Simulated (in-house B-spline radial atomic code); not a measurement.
Method: scalar-relativistic (spin-free one-electron X2C) TPSS, spin-polarised, spherical fractional occupations, Fermi nucleus, basis-set limit; computed with an in-house B-spline radial code. The occupation of the 5s shell is varied from Ru ([Kr] 4d7 5s1 (high spin)) to Ru with charge -0.6 ([Kr] 4d7 5s1.6 (4d: 5 up, 2 down, 5s: 1 up, 0.6 down)), with spherical fractional occupations. Wanted, and plotted below: the total energy less the straight line between the end points, and the eigenvalue of 5s↓.

The curve is convex (below the straight line), with the largest deviation among the points computed, −0.20 eV, at 0.3. The eigenvalue, which is the slope of the energy (Janak's theorem), moves from −2.50 eV at 0.1 to −0.345 eV at 0.6. Convexity is the delocalisation error: fractional charges are too low in energy. One end point is itself fractional, so the deviation from the line between whole numbers would be larger.

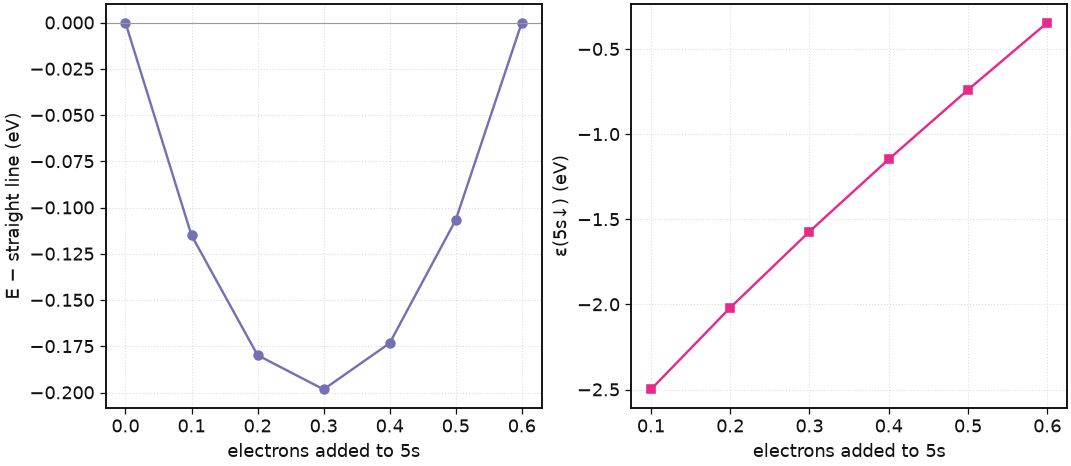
